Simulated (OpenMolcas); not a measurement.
# SiCl (SMILES [Si]Cl): levels of theory compared

We compute a comparison of 5 runs (U-r2SCAN/aug-cc-pVTZ, UB3LYP/aug-cc-pVTZ, UBLYP/aug-cc-pVTZ, UPBE/aug-cc-pVTZ, UTPSS/aug-cc-pVTZ) of SiCl. 

The calculation is run with OpenMolcas 26.06.

## (1) The system as given

SiCl: 2 atoms, total charge 0, spin state doublet. As SMILES, `[Si]Cl`. Geometry: relaxed at PBE0-D4/def2-TZVP.

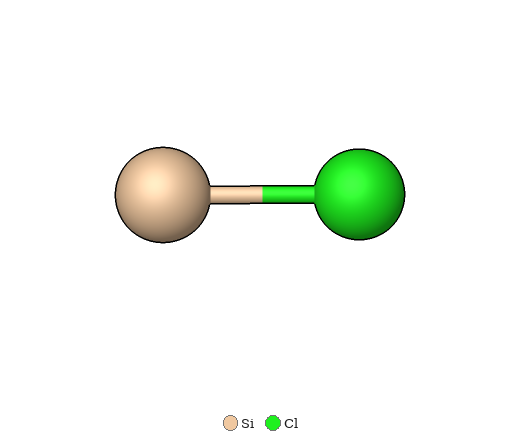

The structure, seen from a chosen angle (silicon light orange, chlorine green).

## (2) A single-point energy at U-r2SCAN/aug-cc-pVTZ (run 1)

Contents of geom.xyz:

```xyz
2

Si     0.881810    -0.293660     0.452120
Cl    -0.881810     0.293660    -0.452120
```

Contents of run.input:

```
* ClSi Kohn-Sham DFT
&gateway
baslib=$CurrDir
coord=geom.xyz
basis=aug-cc-pVTZ
group=NoSym
&seward
gridinput
Grid=UltraFine
End of Grid
&scf
uhf
spin=2
ksdft=2
1.0 MGGA_X_R2SCAN
1.0 MGGA_C_R2SCAN
thresholds=1e-10 1e-07 1e-07 1e-05
prorbitals=0
```

The basis set aug-cc-pVTZ is read from a file made from the Basis Set Exchange's data (not shown).

On the command line:

```
$ export MOLCAS_MEM=1860
$ pymolcas run.input > run.log
```

What it wrote:

```text
--- Start Module: gateway ---
[...]
--- Stop Module: gateway /rc=_RC_ALL_IS_WELL_ ---
--- Start Module: seward ---
[...]
      Basis functions          100
--- Stop Module: seward /rc=_RC_ALL_IS_WELL_ ---
[...]
--- Start Module: scf ---
[...]
       Convergence after  65 Iterations
[...]
::    Total KS-DFT energy                            -749.6345994616
[...]
      Total spin, S                                     0.5056172259
[...]
      Total electronic charge=   31.000000
      Total            charge=   -0.000000
[...]
      Dipole Moment (debye):
      Origin of the operator (angstrom)=   -0.0980    0.0326   -0.0502
                   X=  5.4104E-01               Y= -1.8018E-01               Z=  2.7740E-01           Total=  6.3415E-01
      Quadrupole Moment (debye*angstrom):
[...]
--- Stop Module: scf /rc=_RC_ALL_IS_WELL_ ---
[...]
```

Run time: 2.3 min. Hardware: 1 thread of Arm Neoverse V1, shared host; peak memory 0.56 GiB.

## (3) Energy and forces at UB3LYP/aug-cc-pVTZ (run 2)

Contents of run.input:

```
&GATEWAY
  BasLib = $CurrDir
  Coord
  2
  angstrom
  Si       0.881810      -0.293660       0.452120
  Cl      -0.881810       0.293660      -0.452120
  Basis = aug-cc-pVTZ
  Group = NoSym

&SEWARD
  GridInput
  Grid=UltraFine
  End of Grid

&SCF
  UHF
  Spin = 2
  KSDFT = B3LYP
  Thresholds = 1e-10 1e-07 1e-07 1e-05
  PrOrbitals = 1 1

&ALASKA
```

The basis set aug-cc-pVTZ is read from a file made from the Basis Set Exchange's data (not shown).

On the command line:

```
$ export MOLCAS_MEM=1860
$ pymolcas run.input > run.log
```

What it wrote:

```text
--- Start Module: gateway ---
[...]
--- Stop Module: gateway /rc=_RC_ALL_IS_WELL_ ---
[...]
      Basis functions          100
[...]
--- Start Module: scf ---
[...]
       Convergence after  13 Iterations
[...]
::    Total KS-DFT energy                            -749.7301363344
[...]
      Total spin, S                                     0.5026191602
[...]
      Total electronic charge=   31.000000
      Total            charge=   -0.000000
[...]
      Dipole Moment (debye):
      Origin of the operator (angstrom)=   -0.0980    0.0326   -0.0502
                   X=  7.0622E-01               Y= -2.3519E-01               Z=  3.6209E-01           Total=  8.2775E-01
      Quadrupole Moment (debye*angstrom):
[...]
--- Stop Module: scf /rc=_RC_ALL_IS_WELL_ ---
[...]
--- Start Module: alaska ---
[...]
 *              Molecular gradients               *
 **************************************************
  Irreducible representation: a
 ------------------------------------------------------------------------------------------
                              X                       Y                       Z
 ------------------------------------------------------------------------------------------
  SI1              -7.32702755305681E-03    2.44004367325079E-03   -3.75670007951179E-03
  CL2               7.32702755305326E-03   -2.44004367325257E-03    3.75670007951179E-03
 ------------------------------------------------------------------------------------------
--- Stop Module: alaska /rc=_RC_ALL_IS_WELL_ ---
[...]
```

Wall time 31 s (1 thread of Arm Neoverse V1, shared host); peak memory 0.56 GiB.

Runs 3 to 4 aren't shown in full; the table further down has their settings and results.

## (4) The energy at UTPSS/aug-cc-pVTZ (run 5)

Contents of coord.xyz:

```xyz
2

Si     0.881810    -0.293660     0.452120
Cl    -0.881810     0.293660    -0.452120
```

Contents of run.input:

```
>>> EXPORT MOLCAS_PRINT=2

&GATEWAY
  BASLIB
  $CurrDir
  COORD
  coord.xyz
  BASIS
  aug-cc-pVTZ
  GROUP
  NoSym

&SEWARD
  GRIDINPUT
  Grid=UltraFine
  End of Grid

&SCF
  UHF
  SPIN
  2
  KSDFT
  2
  1.0 MGGA_X_TPSS
  1.0 MGGA_C_TPSS
  THRESHOLDS
  1e-10 1e-07 1e-07 1e-05
  PRORBITALS
  1 2
```

The basis set aug-cc-pVTZ is read from a file made from the Basis Set Exchange's data (not shown).

On the command line:

```
$ export MOLCAS_MEM=1860
$ pymolcas run.input > run.log
```

What it wrote:

```text
--- Start Module: gateway ---
[...]
--- Stop Module: gateway /rc=_RC_ALL_IS_WELL_ ---
--- Start Module: seward ---
[...]
      Basis functions          100
--- Stop Module: seward /rc=_RC_ALL_IS_WELL_ ---
[...]
--- Start Module: scf ---
[...]
       Convergence after 119 Iterations
[...]
::    Total KS-DFT energy                            -749.7350787139
[...]
      Total spin, S                                     0.5039524757
[...]
      Total electronic charge=   31.000000
      Total            charge=   -0.000000
[...]
      Dipole Moment (debye):
      Origin of the operator (angstrom)=   -0.0980    0.0326   -0.0502
                   X=  5.4228E-01               Y= -1.8059E-01               Z=  2.7803E-01           Total=  6.3559E-01
      Quadrupole Moment (debye*angstrom):
[...]
--- Stop Module: scf /rc=_RC_ALL_IS_WELL_ ---
[...]
```

Wall time 4.3 min (1 thread of Arm Neoverse V1, shared host); peak memory 0.56 GiB.

## (5) All runs side by side

```
run                 level      task  energy (Eh)  dipole moment (D)  HOMO energy (eV)  LUMO energy (eV)  wall time
  1  U-r2SCAN/aug-cc-pVTZ    energy  -749.634599               0.63             -4.47             -3.78    2.3 min
  2    UB3LYP/aug-cc-pVTZ  gradient  -749.730136               0.83             -4.94             -3.23       31 s
  3     UBLYP/aug-cc-pVTZ  gradient  -749.698744               0.70             -3.94             -3.73       31 s
  4      UPBE/aug-cc-pVTZ  gradient  -749.360431               0.63             -4.17             -3.93       32 s
  5     UTPSS/aug-cc-pVTZ    energy  -749.735079               0.64             -4.34             -3.83    4.3 min
```

## (6) What came out

| quantity | value |
| --- | --- |
| run 5: total energy | -749.73508 Eh |
| run 5: dipole moment | 0.64 D |
| run 5: HOMO energy (highest over α and β) | -4.34 eV |
| run 5: LUMO energy (lowest over α and β) | -3.83 eV |
| run 5: ⟨S²⟩ | 0.758 |

What this shows: The dipole moment (its size) runs from 0.63 D (UPBE/aug-cc-pVTZ) to 0.83 D (UB3LYP/aug-cc-pVTZ). Totals of different functionals can't be ranked against each other. All runs together took 8.2 min, the longest 4.3 min.
